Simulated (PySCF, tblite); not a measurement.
# C₆H₆F₂O₂: a rotation path, then NMR shifts on frames, part 2 of 2

tblite 0.8.0 and PySCF 2.14.0. Atoms count from 0.

## (5) Shielding tensors: image 4, PBE0/pcSseg-1

The job: settings as JSON, then the geometry in Å.

```
{"job": {"kind": "nmr", "xc": "PBE0", "basis": "pcSseg-1", "pop": false}, "charge": 0, "multiplicity": 1}
C     -2.701800     0.072000     0.210100
C     -1.460700    -0.465100     0.897600
F     -1.090400    -1.642800     0.337000
F     -1.746500    -0.791000     2.190500
O     -0.451300     0.454600     0.933000
C      0.740700     0.302900     0.276900
C      1.291700    -0.623800    -0.553400
C      2.559400    -0.090100    -0.911500
C      2.666200     1.104200    -0.279400
O      1.554100     1.353000     0.449200
H     -3.050400     0.945100     0.752900
H     -3.469400    -0.696600     0.205500
H     -2.445900     0.348500    -0.809100
H      0.883500    -1.558900    -0.870500
H      3.277200    -0.550500    -1.557500
H      3.436100     1.847400    -0.256100
```

With the program's defaults for keys left out, this is: GIAO PBE0/pcSseg-1 NMR shielding, non-relativistic, gas phase.

Log:

```text
coarse grid: 14584 points
cycle   1  E = -581.4150582364  dE =  2.033e+00  |g| = 9.768e-01  |ddm| = 3.696e+00
cycle   2  E = -581.2762023900  dE =  1.389e-01  |g| = 1.363e+00  |ddm| = 1.251e+00
cycle   3  E = -581.5850129235  dE = -3.088e-01  |g| = 1.115e-01  |ddm| = 7.594e-01
cycle   4  E = -581.5868224642  dE = -1.810e-03  |g| = 6.317e-02  |ddm| = 1.271e-01
cycle   5  E = -581.5875431833  dE = -7.207e-04  |g| = 1.444e-02  |ddm| = 4.930e-02
cycle   6  E = -581.5875832911  dE = -4.011e-05  |g| = 4.322e-03  |ddm| = 1.238e-02
cycle   7  E = -581.5875871740  dE = -3.883e-06  |g| = 9.815e-04  |ddm| = 3.699e-03
final grid: 145104 points
cycle   8  E = -581.6816834486  dE = -4.306e-05  |g| = 1.420e-02  |ddm| = 3.464e-02
cycle   9  E = -581.6816260194  dE =  5.743e-05  |g| = 2.262e-02  |ddm| = 2.162e-02
cycle  10  E = -581.6817186119  dE = -9.259e-05  |g| = 2.460e-03  |ddm| = 1.499e-02
cycle  11  E = -581.6817200533  dE = -1.441e-06  |g| = 3.806e-04  |ddm| = 2.226e-03
cycle  12  E = -581.6817200758  dE = -2.247e-08  |g| = 1.508e-04  |ddm| = 3.423e-04
cycle  13  E = -581.6817200804  dE = -4.607e-09  |g| = 3.468e-05  |ddm| = 1.246e-04
cycle  14  E = -581.6817200806  dE = -1.928e-10  |g| = 1.788e-05  |ddm| = 3.460e-05
converged SCF energy = -581.6817200806

GIAO shielding tensors (ppm)
atom      isotropic    diamagn.    paramagn.     s11        s22        s33       span
  0 C      160.386     250.301     -89.916    143.943    149.199    188.014     44.071
  1 C       54.102     236.271    -182.168     46.610     55.866     59.831     13.221
  2 F      263.346     478.081    -214.735    180.806    274.797    334.435    153.629
  3 F      235.804     471.465    -235.660    140.602    234.371    332.439    191.837
  4 O      166.904     403.739    -236.835    132.968    176.976    190.769     57.801
  5 C       27.375     249.100    -221.725    -38.066     52.979     67.212    105.277
  6 C       94.938     255.229    -160.291     44.228     77.587    162.998    118.769
  7 C       68.831     256.766    -187.935    -20.516     67.346    159.663    180.179
  8 C       49.827     250.943    -201.115    -28.311     65.578    112.216    140.527
  9 O       49.686     397.251    -347.565    -74.923      9.335    214.647    289.570
 10 H       29.723      28.345       1.379     26.066     27.704     35.399      9.333
 11 H       29.770      27.239       2.531     25.996     27.393     35.920      9.924
 12 H       29.913      31.162      -1.249     26.205     29.045     34.488      8.283
 13 H       25.795      34.078      -8.283     20.871     27.035     29.479      8.607
 14 H       25.155      30.705      -5.550     23.276     25.633     26.555      3.279
 15 H       24.671      28.847      -4.176     21.522     25.306     27.185      5.663
```

It took 32 s on 1 thread of Arm Neoverse V1, shared host; peak memory 0.95 GiB.

This run: δ C5 159.5, C8 137.1, C1 132.8, C7 118.1, H15 7.05, H14 6.56 ppm.

## (6) Nuclear shieldings: image 6, PBE0/pcSseg-1

The job: settings as JSON, then the geometry in Å.

```
{"job": {"kind": "nmr", "xc": "PBE0", "basis": "pcSseg-1", "pop": false}, "charge": 0, "multiplicity": 1}
C     -2.353600    -0.002500     0.022300
C     -1.424300    -0.495500     1.116100
F     -1.058200    -1.788100     0.868800
F     -2.086300    -0.547500     2.293200
O     -0.323300     0.280200     1.359300
C      0.706600     0.280200     0.459600
C      1.039200    -0.494200    -0.609500
C      2.272200     0.035000    -1.078200
C      2.575300     1.076100    -0.264100
O      1.617100     1.235300     0.677300
H     -2.757600     0.960900     0.320600
H     -3.163100    -0.718300    -0.095400
H     -1.807000     0.096000    -0.910800
H      0.510300    -1.335900    -1.003800
H      2.844000    -0.329300    -1.906000
H      3.401200     1.756600    -0.234000
```

With the program's defaults for keys left out, this is: GIAO PBE0/pcSseg-1 NMR shielding, non-relativistic, gas phase.

Log:

```text
coarse grid: 14584 points
cycle   1  E = -581.4197206810  dE =  2.035e+00  |g| = 9.763e-01  |ddm| = 3.701e+00
cycle   2  E = -581.2759814144  dE =  1.437e-01  |g| = 1.376e+00  |ddm| = 1.262e+00
cycle   3  E = -581.5891172362  dE = -3.131e-01  |g| = 1.102e-01  |ddm| = 7.624e-01
cycle   4  E = -581.5909328949  dE = -1.816e-03  |g| = 6.135e-02  |ddm| = 1.259e-01
cycle   5  E = -581.5916245367  dE = -6.916e-04  |g| = 1.491e-02  |ddm| = 4.963e-02
cycle   6  E = -581.5916679213  dE = -4.338e-05  |g| = 4.325e-03  |ddm| = 1.311e-02
cycle   7  E = -581.5916718883  dE = -3.967e-06  |g| = 7.707e-04  |ddm| = 3.576e-03
final grid: 145104 points
cycle   8  E = -581.6858317333  dE = -4.584e-05  |g| = 1.383e-02  |ddm| = 3.188e-02
cycle   9  E = -581.6857812397  dE =  5.049e-05  |g| = 2.162e-02  |ddm| = 2.111e-02
cycle  10  E = -581.6858652362  dE = -8.400e-05  |g| = 2.372e-03  |ddm| = 1.440e-02
cycle  11  E = -581.6858665585  dE = -1.322e-06  |g| = 4.233e-04  |ddm| = 2.211e-03
cycle  12  E = -581.6858665880  dE = -2.956e-08  |g| = 1.549e-04  |ddm| = 3.782e-04
cycle  13  E = -581.6858665929  dE = -4.861e-09  |g| = 3.494e-05  |ddm| = 1.259e-04
cycle  14  E = -581.6858665931  dE = -1.803e-10  |g| = 1.856e-05  |ddm| = 3.368e-05
converged SCF energy = -581.6858665931

GIAO shielding tensors (ppm)
atom      isotropic    diamagn.    paramagn.     s11        s22        s33       span
  0 C      164.806     251.115     -86.309    145.795    158.711    189.911     44.116
  1 C       54.555     239.720    -185.165     48.218     55.780     59.668     11.450
  2 F      253.981     477.464    -223.484    178.460    239.063    344.419    165.959
  3 F      248.303     469.773    -221.471    157.046    251.180    336.681    179.635
  4 O      156.291     402.078    -245.788    120.037    161.107    187.728     67.691
  5 C       25.620     250.703    -225.083    -40.805     48.232     69.433    110.238
  6 C       94.405     256.495    -162.090     40.031     77.899    165.285    125.254
  7 C       68.835     255.762    -186.928    -20.269     66.491    160.282    180.551
  8 C       48.890     251.392    -202.503    -28.475     64.397    110.746    139.220
  9 O       49.589     397.228    -347.639    -79.516      8.565    219.720    299.236
 10 H       30.057      29.028       1.028     26.350     27.619     36.201      9.851
 11 H       29.780      27.759       2.021     26.194     27.288     35.858      9.664
 12 H       29.403      32.241      -2.838     24.426     30.590     33.191      8.766
 13 H       25.974      33.974      -8.001     21.624     26.777     29.520      7.897
 14 H       25.115      30.714      -5.599     23.204     25.605     26.535      3.331
 15 H       24.609      28.899      -4.290     21.425     25.241     27.161      5.736
```

It took 28 s on 1 thread of Arm Neoverse V1, shared host; peak memory 0.93 GiB.

In short: δ C5 161.3, C8 138.0, C1 132.4, C7 118.1, H15 7.11, H14 6.60 ppm.

## (7) NMR shieldings: image 8, PBE0/pcSseg-1

The job: settings as JSON, then the geometry in Å.

```
{"job": {"kind": "nmr", "xc": "PBE0", "basis": "pcSseg-1", "pop": false}, "charge": 0, "multiplicity": 1}
C     -2.140200     0.266400     0.060100
C     -1.460400    -0.611500     1.093500
F     -1.381300    -1.895400     0.621700
F     -2.211700    -0.701800     2.208900
O     -0.222400    -0.193900     1.514700
C      0.723900     0.021600     0.553500
C      1.272100    -0.792500    -0.390400
C      2.232800     0.007200    -1.060900
C      2.188500     1.229800    -0.470900
O      1.262500     1.252700     0.508600
H     -2.194300     1.282000     0.443000
H     -3.142200    -0.114600    -0.118600
H     -1.569500     0.245200    -0.864600
H      1.026500    -1.817100    -0.576900
H      2.866900    -0.300900    -1.865800
H      2.741200     2.131600    -0.640500
```

Method: GIAO PBE0/pcSseg-1 NMR shielding, non-relativistic, gas phase.

Log:

```text
coarse grid: 14584 points
cycle   1  E = -581.4247029616  dE =  2.021e+00  |g| = 9.734e-01  |ddm| = 3.697e+00
cycle   2  E = -581.2784048617  dE =  1.463e-01  |g| = 1.379e+00  |ddm| = 1.270e+00
cycle   3  E = -581.5927348210  dE = -3.143e-01  |g| = 1.079e-01  |ddm| = 7.744e-01
cycle   4  E = -581.5944885681  dE = -1.754e-03  |g| = 6.210e-02  |ddm| = 1.299e-01
cycle   5  E = -581.5952252614  dE = -7.367e-04  |g| = 1.522e-02  |ddm| = 5.200e-02
cycle   6  E = -581.5952704527  dE = -4.519e-05  |g| = 4.655e-03  |ddm| = 1.345e-02
cycle   7  E = -581.5952750075  dE = -4.555e-06  |g| = 1.274e-03  |ddm| = 4.304e-03
final grid: 145104 points
cycle   8  E = -581.6882245510  dE = -4.104e-05  |g| = 1.477e-02  |ddm| = 3.281e-02
cycle   9  E = -581.6881585377  dE =  6.601e-05  |g| = 2.389e-02  |ddm| = 2.347e-02
cycle  10  E = -581.6882630863  dE = -1.045e-04  |g| = 2.575e-03  |ddm| = 1.625e-02
cycle  11  E = -581.6882646112  dE = -1.525e-06  |g| = 3.824e-04  |ddm| = 2.246e-03
cycle  12  E = -581.6882646340  dE = -2.283e-08  |g| = 1.443e-04  |ddm| = 3.618e-04
cycle  13  E = -581.6882646382  dE = -4.195e-09  |g| = 2.626e-05  |ddm| = 1.109e-04
cycle  14  E = -581.6882646383  dE = -1.085e-10  |g| = 1.267e-05  |ddm| = 2.414e-05
converged SCF energy = -581.6882646383

GIAO shielding tensors (ppm)
atom      isotropic    diamagn.    paramagn.     s11        s22        s33       span
  0 C      163.518     252.051     -88.534    147.538    154.618    188.396     40.858
  1 C       53.522     241.684    -188.162     48.105     53.334     59.126     11.021
  2 F      248.343     476.992    -228.650    155.776    236.481    352.771    196.995
  3 F      254.973     469.454    -214.481    164.874    265.508    334.536    169.662
  4 O      165.035     401.215    -236.180    104.075    161.827    229.202    125.127
  5 C       25.808     252.375    -226.567    -42.307     50.383     69.348    111.656
  6 C       84.848     255.893    -171.045     18.198     70.760    165.586    147.388
  7 C       68.586     256.887    -188.301    -19.768     64.208    161.319    181.087
  8 C       47.269     251.333    -204.064    -30.854     60.331    112.329    143.183
  9 O       37.057     398.271    -361.214    -96.698    -12.381    220.251    316.949
 10 H       30.182      30.118       0.064     26.300     28.299     35.947      9.647
 11 H       29.870      27.731       2.139     26.076     27.407     36.127     10.051
 12 H       30.046      32.400      -2.354     25.456     31.509     33.173      7.717
 13 H       25.455      33.372      -7.917     21.665     25.875     28.826      7.161
 14 H       25.051      30.914      -5.864     23.172     25.553     26.428      3.256
 15 H       24.541      29.199      -4.658     21.316     25.197     27.110      5.794
```

It took 31 s on 1 thread of Arm Neoverse V1, shared host; peak memory 0.96 GiB.

This run: δ C5 161.1, C8 139.7, C1 133.4, C7 118.3, H15 7.18, H14 6.67 ppm.

## (8) Comparing the runs: NMR shifts

Shifts (ppm) of some atoms, chosen among heavy atoms and hydrogens apart, with basis size and wall time:

```csv
frame,C6,H13,H12,F2,F3,O9,O4,functions,time
image 0,96.4,6.09,1.93,-88.4,-88.7,284.0,177.3,200,35 s
image 2,95.7,6.14,1.87,-91.6,-79.3,287.2,172.6,200,31 s
image 4,92.0,5.92,1.80,-92.4,-64.9,286.4,169.2,200,32 s
image 6,92.5,5.74,2.31,-83.0,-77.4,286.5,179.8,200,28 s
image 8,102.1,6.26,1.67,-77.4,-84.0,299.0,171.0,200,31 s
```

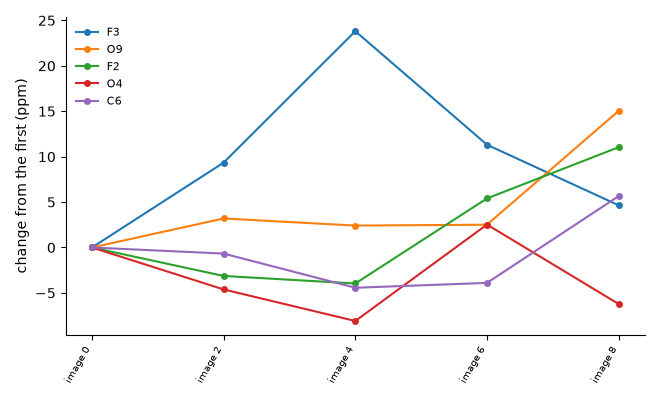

How five of the tabulated atoms move from run to run.

## (9) Outcome

The summary covers parts 1 to 2.

| quantity | value |
| --- | --- |
| barrier | 0.244 eV (5.6 kcal/mol) at image 4 |
| end to end (GFN2-xTB) | 0.164 eV |
| 13C shifts against TMS (PBE0/pcSseg-1, image 0) | 159.7, 137.5, 130.8, 118.2, 96.4, 26.0 ppm |
| 1H shifts against TMS (PBE0/pcSseg-1, image 0) | 7.08, 6.63, 6.09, 1.98, 1.93, 1.93 ppm |
| 19F shifts against CFCl3 (PBE0/pcSseg-1, image 0) | -88.4, -88.7 ppm |
| 17O shifts against H2O (PBE0/pcSseg-1, image 0) | 284.0, 177.3 ppm |
| surface potential, 1st and 99th percentile | -0.82 V and 1.08 V |
| range of the shift of F3 | -88.7 to -64.9 ppm |

**Reading.** Along the band the dihedral turns by 125°, and the top (dihedral 245°) lies 5.6 kcal/mol above the start (GFN2-xTB, rough), so at room temperature this motion is fast. The top was not checked by a frequency run. Shifts at one fixed geometry are not the observed spectrum, which averages over the motion. In the first frame run (image 0): Shielding is most anisotropic at O9 (span 297 ppm, paramagnetic term -345 ppm). NICS(1)zz of -24 ppm above the planar ring from C5 marks a diatropic (aromatic) ring current. Across the 5 runs the shift of F3 moves most, between -88.7 (image 0) and -64.9 ppm (image 4).
